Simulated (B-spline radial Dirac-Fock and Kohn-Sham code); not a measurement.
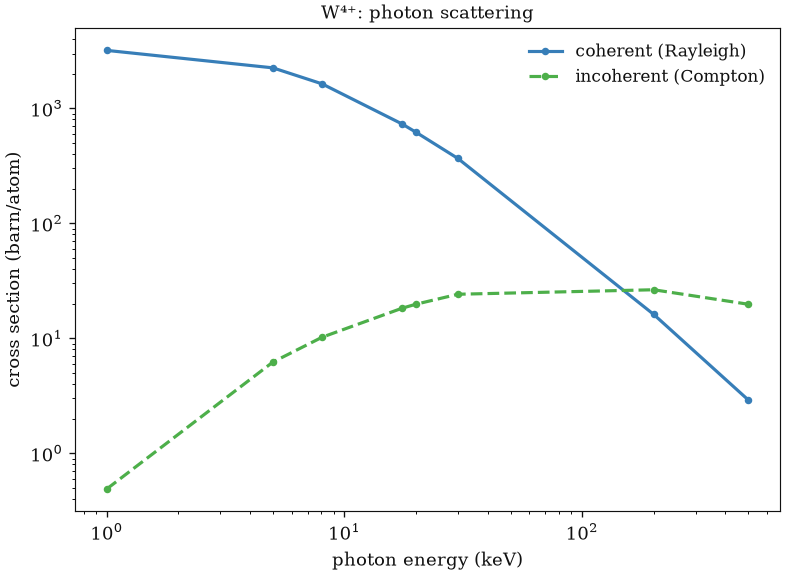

Figure. Coherent and incoherent photon scattering cross sections against photon energy, computed at the marked points and joined by straight lines. System: tungsten in charge state +4 (W⁴⁺), configuration [Xe] 4f14 5d2. Computed with a B-spline radial atomic code: Thomson × f² and Klein–Nishina × S on Dirac–Fock densities, without anomalous dispersion.

Coherent scattering falls from 3190 b at 1.00 keV to 2.91 b at 500 keV. Incoherent scattering is largest at 200 keV among the points computed (26.4 b), and it overtakes the coherent part between 30.0 keV and 200 keV.
